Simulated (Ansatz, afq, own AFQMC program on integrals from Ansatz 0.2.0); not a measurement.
**InH₃+ (doublet): quantum Monte Carlo beside coupled cluster at scale of all distances = 1.324, def2-SVP**

How near does AFQMC come to the top of the ladder for InH₃+ (doublet)?

The runs use Ansatz 0.2.0, Gaussian basis, and an in-house AFQMC program (afq) on its integrals; all values are calculated; def2-SVP, frozen cores.

The runs, in order: Full CI; PBE (unrestricted); r2SCAN (unrestricted); PBE0 (unrestricted); B3LYP (unrestricted); CCSD(T) on UHF; Full CI; wB97M-V (unrestricted); B2PLYP (unrestricted); Full CI (quartet); CCSDT(Q) on UHF; CCSDTQ on UHF; Phaseless AFQMC, CISD trial on UHF; Free-projection AFQMC, CID trial on UHF; CCSD(T) on ROHF; Full CI; CCSDT(Q) on ROHF; CCSDTQ on ROHF; Phaseless AFQMC, CISD trial on ROHF; Free-projection AFQMC, CID trial on ROHF.

7 further runs of the same task are left out: 7 that didn't finish.

## (1) What is computed

The geometry derives from a PBE0/def2-TZVP stationary point (not a proven minimum). All distances are scaled together. No spin-orbit coupling is included. Elements past krypton take def2 core potentials.

4 atoms, charge 1, spin multiplicity 2.

Atoms are counted from 1 here; the program's logs count them from 0.

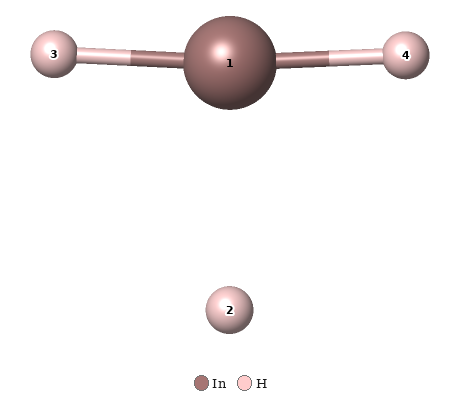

The geometry (indium brown, hydrogen pink); atoms are numbered from 1 in the order of the file.

## (2) Full CI

in.yaml reads:

```yaml
crystal:
  periodic: [false, false, false]
  atoms:
    - {symbol: In, position_ang: [0.000000, -0.024878, 0.000732]}
    - {symbol: H, position_ang: [0.000000, 3.088957, -0.090608]}
    - {symbol: H, position_ang: [0.000000, -0.191040, -2.202115]}
    - {symbol: H, position_ang: [0.000000, -0.063997, 2.209326]}
basis:
  gaussian: {orbitals: def2-SVP}
total_charge: 1
magnetization: {spin_polarized: false, initial_magnetization: 1}
correlation: {method: fci, electrons: outside_noble_gas}
```

On the command line:

```bash
$ ansatz run in.yaml --threads 1 --pin off --events-out ev --progress --plain --max-ram 16896MiB --backend cuda --devices 0, --max-vram 18GiB
```

What it wrote:

```text
Functional definition: HF
  name "HF"
  cite "Fock, Z. Phys. 61, 126 (1930) doi:10.1007/BF01340294"
  parent pbe
  exchange = exact_x
  correlation = 0
854 factors; integrals over basis functions are off by at most 1.7e-7 eV
mean field evaluation 1: about -5182.8523 eV, gradient 7.5e0 eV
mean field evaluation 2: about -5182.8624 eV, gradient 7.5e0 eV
mean field evaluation 4: about -5183.8623 eV, gradient 1.0e0 eV
mean field evaluation 8: about -5183.8823 eV, gradient 1.3e-1 eV
mean field evaluation 16: about -5178.8010 eV, gradient 8.9e-1 eV
mean field -5183.88260694 eV, -190.5041720432 hartree, gradient 2.4e-6 eV, S^2 0.750000; 1 other end points of the search recorded, 0 dependent functions left out
mean field evaluation 32: about -5183.8829 eV, gradient 6.3e-2 eV
unrestricted determinant -5184.47615618 eV, -190.5259845756 hartree, S^2 1.5460
9 core orbitals not correlated: weight in the atoms' cores, before any rotation towards them, 0.999 or more for the frozen orbitals, at most 0.000 for the correlated occupied ones
reference -5183.88260694 eV, -190.5041720432 hartree; 3, 2 occupied and 29, 30 virtual orbitals, 854 factors
state -5186.29951754 eV, -190.5929918695 hartree
Total energy: -5186.29951754 eV, -190.5929918695 hartree
```

Wall time 7 s (1 × NVIDIA H100 80GB HBM3 with 1 thread of AMD EPYC 7R13 (Zen 3), shared host); peak host memory 1.6 GiB.

From the report: 1,254,272 determinants, symmetry A'.

## (3) PBE (unrestricted)

Changes to in.yaml since step 2:

```diff
@@ -10,3 +10,4 @@
 total_charge: 1
-magnetization: {spin_polarized: false, initial_magnetization: 1}
-correlation: {method: fci, electrons: outside_noble_gas}
+magnetization: {spin_polarized: true, initial_magnetization: 1}
+hamiltonian: {xc: {name: PBE}}
+output: {orbitals: {seedname: orbitals}}
```

On the command line:

```bash
$ ansatz run in.yaml --threads 1 --pin off --events-out ev --progress --plain --max-ram 5632MiB --backend cpu
```

What it wrote:

```text
Functional definition: PBE
  name "PBE"
  cite "Perdew, Burke & Ernzerhof, Phys. Rev. Lett. 77, 3865 (1996) doi:10.1103/PhysRevLett.77.3865"
  parent pbe
  parameter kappa = 0.804
  parameter beta = 0.06672455060314922
  exchange = pbe_x(kappa = kappa, mu = beta*pi^2/3)
  correlation = pbe_c(beta = beta)
490 factors; their error is unknown
mean field evaluation 1: about -5208.9568 eV, gradient 7.8e0 eV
mean field evaluation 2: about -5209.0011 eV, gradient 8.2e0 eV
mean field evaluation 4: about -5209.8080 eV, gradient 1.8e-1 eV
mean field evaluation 8: about -5209.8009 eV, gradient 1.0e-1 eV
mean field evaluation 16: about -5209.8011 eV, gradient 4.9e-5 eV
mean field evaluation 32: about -5209.8011 eV, gradient 7.5e-6 eV
mean field -5209.80105093 eV, -191.4566572917 hartree, gradient 7.5e-6 eV, S^2 0.750121; 2 other end points of the search recorded, 0 dependent functions left out
reference -5209.80109543 eV, -191.4566589272 hartree; 12, 11 occupied and 29, 30 virtual orbitals, 490 factors
Total energy: -5209.80109543 eV, -191.4566589272 hartree
```

It took 1.3 s on 1 thread of AMD EPYC 7R13 (Zen 3), shared host; peak memory 1.6 GiB.

From the report: ⟨S²⟩ of the determinant 0.750 (pure doublet: 0.75).

## (4) r2SCAN (unrestricted)

Changes to in.yaml since step 3:

```diff
@@ -11,3 +11,2 @@
 magnetization: {spin_polarized: true, initial_magnetization: 1}
-hamiltonian: {xc: {name: PBE}}
-output: {orbitals: {seedname: orbitals}}
+hamiltonian: {xc: {name: r2SCAN}}
```

The command is unchanged.

What it wrote:

```text
Functional definition: r2SCAN
  name "r2SCAN"
  cite "Furness, Kaplan, Ning, Perdew & Sun, J. Phys. Chem. Lett. 11, 8208 (2020) doi:10.1021/acs.jpclett.0c02405"
  cite "Furness, Kaplan, Ning, Perdew & Sun, J. Phys. Chem. Lett. 11, 9248 (2020) doi:10.1021/acs.jpclett.0c03077"
  parent r2scan
  parameter k0 = 0.174
  parameter k1 = 0.065
  parameter a1 = 4.9479
  exchange = r2scan_x(k0 = k0, k1 = k1, a1 = a1)
  correlation = r2scan_c
490 factors; their error is unknown
mean field evaluation 1: about -5210.8052 eV, gradient 6.6e0 eV
mean field evaluation 2: about -5210.9865 eV, gradient 6.5e0 eV
mean field evaluation 4: about -5211.4817 eV, gradient 1.7e-1 eV
mean field evaluation 8: about -5211.4767 eV, gradient 5.6e-2 eV
mean field evaluation 16: about -5211.4768 eV, gradient 5.6e-5 eV
mean field evaluation 32: about -5211.5518 eV, gradient 3.9e-1 eV
mean field -5211.55965918 eV, -191.5212849530 hartree, gradient 2.5e-5 eV, S^2 1.172406; 2 other end points of the search recorded, 0 dependent functions left out
reference -5211.55967517 eV, -191.5212855405 hartree; 12, 11 occupied and 29, 30 virtual orbitals, 490 factors
Total energy: -5211.55967517 eV, -191.5212855405 hartree
```

Wall time 2.6 s (1 thread of AMD EPYC 7R13 (Zen 3), shared host); peak memory 1.6 GiB.

From the report: ⟨S²⟩ of the determinant 1.172 (pure doublet: 0.75).

## (5) PBE0 (unrestricted)

Changes to in.yaml since step 4:

```diff
@@ -11,2 +11,3 @@
 magnetization: {spin_polarized: true, initial_magnetization: 1}
-hamiltonian: {xc: {name: r2SCAN}}
+hamiltonian: {xc: {name: PBE0}}
+output: {orbitals: {seedname: orbitals}}
```

The command is unchanged.

What it wrote, shortened:

```text
Functional definition: PBE0
  name "PBE0"
  cite "Adamo & Barone, J. Chem. Phys. 110, 6158 (1999) doi:10.1063/1.478522"
  cite "Perdew, Burke & Ernzerhof, Phys. Rev. Lett. 77, 3865 (1996) doi:10.1103/PhysRevLett.77.3865"
  parent pbe
[...]
492 factors; integrals over basis functions are off by at most 6.2e-4 eV
[...]
mean field -5209.59131761 eV, -191.4489497345 hartree, gradient 3.6e-5 eV, S^2 1.018676; 2 other end points of the search recorded, 0 dependent functions left out
reference -5209.59135086 eV, -191.4489509563 hartree; 12, 11 occupied and 29, 30 virtual orbitals, 492 factors
Total energy: -5209.59135086 eV, -191.4489509563 hartree
```

Run time: 1.7 s. Hardware: 1 thread of AMD EPYC 7R13 (Zen 3), shared host; peak memory 1.6 GiB.

From the report: ⟨S²⟩ of the determinant 1.019 (pure doublet: 0.75).

## (6) B3LYP (unrestricted)

Changes to in.yaml since step 5:

```diff
@@ -11,3 +11,2 @@
 magnetization: {spin_polarized: true, initial_magnetization: 1}
-hamiltonian: {xc: {name: PBE0}}
-output: {orbitals: {seedname: orbitals}}
+hamiltonian: {xc: {name: B3LYP}}
```

Launched as before.

What it wrote, shortened:

```text
Functional definition: B3LYP
  name "B3LYP"
  cite "Stephens, Devlin, Chabalowski & Frisch, J. Phys. Chem. 98, 11623 (1994) doi:10.1021/j100096a001"
  cite "Becke, Phys. Rev. A 38, 3098 (1988) doi:10.1103/PhysRevA.38.3098"
  cite "Lee, Yang & Parr, Phys. Rev. B 37, 785 (1988) doi:10.1103/PhysRevB.37.785"
  cite "Vosko, Wilk & Nusair, Can. J. Phys. 58, 1200 (1980) doi:10.1139/p80-159"
[...]
492 factors; integrals over basis functions are off by at most 6.2e-4 eV
[...]
mean field -5211.74405360 eV, -191.5280613227 hartree, gradient 3.2e-5 eV, S^2 0.994393; 2 other end points of the search recorded, 0 dependent functions left out
reference -5211.74430419 eV, -191.5280705320 hartree; 12, 11 occupied and 29, 30 virtual orbitals, 492 factors
Total energy: -5211.74430419 eV, -191.5280705320 hartree
```

Wall time 1.8 s (1 thread of AMD EPYC 7R13 (Zen 3), shared host); peak memory 1.6 GiB.

From the report: ⟨S²⟩ of the determinant 0.994 (pure doublet: 0.75).

## (7) CCSD(T) on UHF

Changes to in.yaml since step 6:

```diff
@@ -11,2 +11,2 @@
 magnetization: {spin_polarized: true, initial_magnetization: 1}
-hamiltonian: {xc: {name: B3LYP}}
+correlation: {method: ccsd_t, electrons: outside_noble_gas, hamiltonian_folder: ham}
```

On the command line:

```bash
$ ansatz run in.yaml --threads 1 --pin off --events-out ev --progress --plain --max-ram 16896MiB --backend cuda --devices 0, --max-vram 18GiB
```

What it wrote, shortened:

```text
Functional definition: HF
  name "HF"
  cite "Fock, Z. Phys. 61, 126 (1930) doi:10.1007/BF01340294"
  parent pbe
[...]
492 factors; integrals over basis functions are off by at most 6.2e-4 eV
[...]
mean field -5184.47611842 eV, -190.5259831877 hartree, gradient 2.6e-6 eV, S^2 1.545970; 8 other end points of the search recorded, 0 dependent functions left out
determinant -5184.47611842 eV, -190.5259831877 hartree, with singles and doubles -5186.03672839 eV, -190.5833345462 hartree
determinant -5184.47603970 eV, -190.5259802950 hartree, with singles and doubles -5186.03669007 eV, -190.5833331383 hartree
determinant -5183.46734708 eV, -190.4889115248 hartree, with singles and doubles -5184.56510580 eV, -190.5292534136 hartree
determinant -5184.47611842 eV, -190.5259831877 hartree, with singles and doubles -5186.10750031 eV, -190.5859353666 hartree
determinant -5184.47603970 eV, -190.5259802950 hartree, with singles and doubles -5186.10747488 eV, -190.5859344318 hartree
determinant -5183.88336973 eV, -190.5042000754 hartree, with singles and doubles -5186.26616003 eV, -190.5917660036 hartree
9 core orbitals not correlated: weight in the atoms' cores, before any rotation towards them, 0.999 or more for the frozen orbitals, at most 0.001 for the correlated occupied ones
reference -5184.47611842 eV, -190.5259831877 hartree; 3, 2 occupied and 29, 30 virtual orbitals, 492 factors
second order -0.77227355 eV of doubles, -0.00000000 eV of singles
cycle   1  -1.63138200 eV  change   -1.0e-7 eV  update   2.8e-6
[...]
cycle   5  -1.63139090 eV  change   -2.2e-6 eV  update   7.7e-7
perturbative correction -0.07905853 eV, -0.0029053475 hartree
WARN: the results are in doubt because among natural orbitals full CI differs from the method by -0.105 eV
Total energy: -5186.18656785 eV, -190.5888410450 hartree
In doubt: among natural orbitals full CI differs from the method by -0.105 eV
```

Run time: 10 s. Hardware: 1 × NVIDIA H100 80GB HBM3 with 1 thread of AMD EPYC 7R13 (Zen 3), shared host; peak host memory 1.6 GiB.

From the report: ⟨S²⟩ of the determinant 1.546 (pure doublet: 0.75); correlation -1.7104 eV; T1 0.116; largest double amplitude 0.17. The determinant is far from a pure spin state, so its energy mixes those of several spin states (harmless only where they are near-degenerate, as at dissociation). The program marks this result as in doubt; its last lines say why.

This run also writes the integrals to the folder ham.

## (8) Full CI

in.yaml reads:

```yaml
hamiltonian:
  integrals:
    folder: ../ham
correlation: {method: fci}
```

Launched as before.

What it wrote:

```text
Functional definition: HF
  name "HF"
  cite "Fock, Z. Phys. 61, 126 (1930) doi:10.1007/BF01340294"
  parent pbe
  exchange = exact_x
  correlation = 0
reference -5184.47611842 eV, -190.5259831877 hartree; 3, 2 occupied and 29, 30 virtual orbitals, 492 factors
state -5186.28418158 eV, -190.5924282833 hartree
Total energy: -5186.28418158 eV, -190.5924282833 hartree
```

Wall time 6 s (1 × NVIDIA H100 80GB HBM3 with 1 thread of AMD EPYC 7R13 (Zen 3), shared host); peak host memory 1.6 GiB.

From the report: 1,254,272 determinants.

## (9) wB97M-V (unrestricted)

in.yaml reads:

```yaml
crystal:
  periodic: [false, false, false]
  atoms:
    - {symbol: In, position_ang: [0.000000, -0.024878, 0.000732]}
    - {symbol: H, position_ang: [0.000000, 3.088957, -0.090608]}
    - {symbol: H, position_ang: [0.000000, -0.191040, -2.202115]}
    - {symbol: H, position_ang: [0.000000, -0.063997, 2.209326]}
basis:
  gaussian: {orbitals: def2-SVP}
total_charge: 1
magnetization: {spin_polarized: true, initial_magnetization: 1}
hamiltonian: {xc: {name: wB97M-V}}
output: {orbitals: {seedname: orbitals}}
```

On the command line:

```bash
$ ansatz run in.yaml --threads 1 --pin off --events-out ev --progress --plain --max-ram 5632MiB --backend cpu
```

What it wrote, shortened:

```text
Functional definition: wB97M-V
  name "wB97M-V"
  cite "Mardirossian & Head-Gordon, J. Chem. Phys. 144, 214110 (2016) doi:10.1063/1.4952647"
  cite "Becke, J. Chem. Phys. 107, 8554 (1997) doi:10.1063/1.475007"
  cite "Vydrov & Van Voorhis, J. Chem. Phys. 133, 244103 (2010) doi:10.1063/1.3521275"
  # Of w^i u^j: cxij and so on, Table III.
[...]
  gx(w, u) = 1 - cx + cx01*u + cx10*w
  gss(w, u) = css00 + css04*u^4 + css10*w + css20*w^2 + css43*w^4*u^3
  gos(w, u) = cos00 + cos10*w + (cos20 + cos21*u)*w^2 + (cos60 + cos61*u)*w^6
[...]
      + integral(e_c_pw_mod_opposite_spin*gos(b97_w_opposite, b97_u_opposite)) + vv10(b, c)
492 factors; integrals over basis functions are off by at most 6.2e-4 eV
146 factors; integrals over basis functions are off by at most 1.8e-5 eV
[...]
mean field -5207.53304976 eV, -191.3733097861 hartree, gradient 1.8e-5 eV, S^2 0.944767; 2 other end points of the search recorded, 0 dependent functions left out
reference -5207.53309809 eV, -191.3733115619 hartree; 12, 11 occupied and 29, 30 virtual orbitals, 492 factors
Total energy: -5207.53309809 eV, -191.3733115619 hartree
```

Run time: 9.5 s. Hardware: 1 thread of AMD EPYC 7R13 (Zen 3), shared host; peak memory 1.6 GiB.

From the report: ⟨S²⟩ of the determinant 0.945 (pure doublet: 0.75).

## (10) B2PLYP (unrestricted)

Changes to in.yaml since step 9:

```diff
@@ -11,3 +11,3 @@
 magnetization: {spin_polarized: true, initial_magnetization: 1}
-hamiltonian: {xc: {name: wB97M-V}}
-output: {orbitals: {seedname: orbitals}}
+hamiltonian: {xc: {name: B2PLYP}}
+correlation: {electrons: outside_noble_gas}
```

The command is unchanged.

What it wrote, shortened:

```text
Functional definition: B2PLYP
  name "B2PLYP"
  cite "Grimme, J. Chem. Phys. 124, 034108 (2006) doi:10.1063/1.2148954"
  cite "Becke, Phys. Rev. A 38, 3098 (1988) doi:10.1103/PhysRevA.38.3098"
  cite "Lee, Yang & Parr, Phys. Rev. B 37, 785 (1988) doi:10.1103/PhysRevB.37.785"
[...]
492 factors; integrals over basis functions are off by at most 6.2e-4 eV
[...]
mean field -5201.37223471 eV, -191.1469040088 hartree, gradient 3.0e-6 eV, S^2 1.298336; 4 other end points of the search recorded, 0 dependent functions left out
9 core orbitals not correlated: weight in the atoms' cores, before any rotation towards them, 0.999 or more for the frozen orbitals, at most 0.000 for the correlated occupied ones
reference -5201.37239372 eV, -191.1469098523 hartree; 3, 2 occupied and 29, 30 virtual orbitals, 492 factors
second order -1.32596582 eV of doubles, -0.00000000 eV of singles
Total energy: -5201.73040449 eV, -191.1600665056 hartree
```

Wall time 2.7 s (1 thread of AMD EPYC 7R13 (Zen 3), shared host); peak memory 1.6 GiB.

From the report: ⟨S²⟩ of the determinant 1.298 (pure doublet: 0.75). The determinant is far from a pure spin state, so its energy mixes those of several spin states (harmless only where they are near-degenerate, as at dissociation).

## (11) Full CI (quartet)

Changes to in.yaml since step 10:

```diff
@@ -10,4 +10,3 @@
 total_charge: 1
-magnetization: {spin_polarized: true, initial_magnetization: 1}
-hamiltonian: {xc: {name: B2PLYP}}
-correlation: {electrons: outside_noble_gas}
+magnetization: {spin_polarized: false, initial_magnetization: 3}
+correlation: {method: fci, electrons: outside_noble_gas}
```

On the command line:

```bash
$ ansatz run in.yaml --threads 1 --pin off --events-out ev --progress --plain --max-ram 16896MiB --backend cuda --devices 0, --max-vram 18GiB
```

What it wrote, shortened:

```text
Functional definition: HF
  name "HF"
  cite "Fock, Z. Phys. 61, 126 (1930) doi:10.1007/BF01340294"
  parent pbe
[...]
855 factors; integrals over basis functions are off by at most 1.7e-7 eV
[...]
mean field -5183.40271151 eV, -190.4865362113 hartree, gradient 9.8e-7 eV, S^2 3.750000; 4 other end points of the search recorded, 0 dependent functions left out
[...]
9 core orbitals not correlated: weight in the atoms' cores, before any rotation towards them, 1.000 or more for the frozen orbitals, at most 0.000 for the correlated occupied ones
reference -5183.40271151 eV, -190.4865362113 hartree; 4, 1 occupied and 28, 31 virtual orbitals, 855 factors
state -5184.55679222 eV, -190.5289478953 hartree
Total energy: -5184.55679222 eV, -190.5289478953 hartree
```

Run time: 9 s. Hardware: 1 × NVIDIA H100 80GB HBM3 with 1 thread of AMD EPYC 7R13 (Zen 3), shared host; peak host memory 1.6 GiB.

From the report: 582,464 determinants, symmetry A'.

## (12) CCSDT(Q) on UHF

Changes to in.yaml since step 11:

```diff
@@ -10,3 +10,3 @@
 total_charge: 1
-magnetization: {spin_polarized: false, initial_magnetization: 3}
-correlation: {method: fci, electrons: outside_noble_gas}
+magnetization: {spin_polarized: true, initial_magnetization: 1}
+correlation: {method: ccsdt_q, electrons: outside_noble_gas}
```

Same command.

What it wrote, shortened:

```text
Functional definition: HF
  name "HF"
  cite "Fock, Z. Phys. 61, 126 (1930) doi:10.1007/BF01340294"
  parent pbe
[...]
854 factors; integrals over basis functions are off by at most 1.7e-7 eV
[...]
mean field -5184.47615618 eV, -190.5259845756 hartree, gradient 2.5e-6 eV, S^2 1.545971; 8 other end points of the search recorded, 0 dependent functions left out
determinant -5184.47615618 eV, -190.5259845756 hartree, with singles and doubles -5186.03677150 eV, -190.5833361307 hartree
determinant -5184.47607746 eV, -190.5259816827 hartree, with singles and doubles -5186.03673295 eV, -190.5833347141 hartree
determinant -5183.46738434 eV, -190.4889128941 hartree, with singles and doubles -5184.56514234 eV, -190.5292547565 hartree
determinant -5184.47615618 eV, -190.5259845756 hartree, with singles and doubles -5186.10753639 eV, -190.5859366924 hartree
determinant -5184.47607746 eV, -190.5259816827 hartree, with singles and doubles -5186.10751160 eV, -190.5859357815 hartree
determinant -5183.88340454 eV, -190.5042013544 hartree, with singles and doubles -5186.26620297 eV, -190.5917675817 hartree
9 core orbitals not correlated: weight in the atoms' cores, before any rotation towards them, 0.999 or more for the frozen orbitals, at most 0.001 for the correlated occupied ones
reference -5184.47615618 eV, -190.5259845756 hartree; 3, 2 occupied and 29, 30 virtual orbitals, 854 factors
second order -0.77227850 eV of doubles, -0.00000000 eV of singles
cycle   1  -1.01258299 eV  change   -2.4e-1 eV  update   6.8e-2
[...]
cycle  26  -1.80244129 eV  change    2.2e-7 eV  update   4.0e-7
perturbative correction -0.00585423 eV, -0.0002151390 hartree
Total energy: -5186.28445171 eV, -190.5924382104 hartree
```

Run time: 13 s. Hardware: 1 × NVIDIA H100 80GB HBM3 with 1 thread of AMD EPYC 7R13 (Zen 3), shared host; peak host memory 1.6 GiB.

From the report: ⟨S²⟩ of the determinant 1.546 (pure doublet: 0.75); correlation -1.8083 eV; T1 0.146; largest double amplitude 0.21. The determinant is far from a pure spin state, so its energy mixes those of several spin states (harmless only where they are near-degenerate, as at dissociation).

## (13) CCSDTQ on UHF

Changes to in.yaml since step 12:

```diff
@@ -11,2 +11,2 @@
 magnetization: {spin_polarized: true, initial_magnetization: 1}
-correlation: {method: ccsdt_q, electrons: outside_noble_gas}
+correlation: {method: ccsdtq, electrons: outside_noble_gas}
```

The command is unchanged.

What it wrote, shortened:

```text
Functional definition: HF
  name "HF"
  cite "Fock, Z. Phys. 61, 126 (1930) doi:10.1007/BF01340294"
  parent pbe
[...]
854 factors; integrals over basis functions are off by at most 1.7e-7 eV
[...]
mean field -5184.47615618 eV, -190.5259845756 hartree, gradient 2.5e-6 eV, S^2 1.545971; 8 other end points of the search recorded, 0 dependent functions left out
determinant -5184.47615618 eV, -190.5259845756 hartree, with singles and doubles -5186.03677150 eV, -190.5833361307 hartree
determinant -5184.47607746 eV, -190.5259816827 hartree, with singles and doubles -5186.03673295 eV, -190.5833347141 hartree
determinant -5183.46738434 eV, -190.4889128941 hartree, with singles and doubles -5184.56514234 eV, -190.5292547565 hartree
determinant -5184.47615618 eV, -190.5259845756 hartree, with singles and doubles -5186.10753639 eV, -190.5859366924 hartree
determinant -5184.47607746 eV, -190.5259816827 hartree, with singles and doubles -5186.10751160 eV, -190.5859357815 hartree
determinant -5183.88340454 eV, -190.5042013544 hartree, with singles and doubles -5186.26620297 eV, -190.5917675817 hartree
9 core orbitals not correlated: weight in the atoms' cores, before any rotation towards them, 0.999 or more for the frozen orbitals, at most 0.001 for the correlated occupied ones
reference -5184.47615618 eV, -190.5259845756 hartree; 3, 2 occupied and 29, 30 virtual orbitals, 854 factors
second order -0.77227850 eV of doubles, -0.00000000 eV of singles
cycle   1  -1.01258299 eV  change   -2.4e-1 eV  update   6.8e-2
[...]
cycle  10  -1.80805976 eV  change   -8.1e-9 eV  update   4.4e-7
Total energy: -5186.28421594 eV, -190.5924295463 hartree
```

It took 23 s on 1 × NVIDIA H100 80GB HBM3 with 1 thread of AMD EPYC 7R13 (Zen 3), shared host; peak host memory 1.6 GiB.

From the report: ⟨S²⟩ of the determinant 1.546 (pure doublet: 0.75); correlation -1.8081 eV; T1 0.147; largest double amplitude 0.21. The determinant is far from a pure spin state, so its energy mixes those of several spin states (harmless only where they are near-degenerate, as at dissociation).

(Part 1 of 2 ends here.)
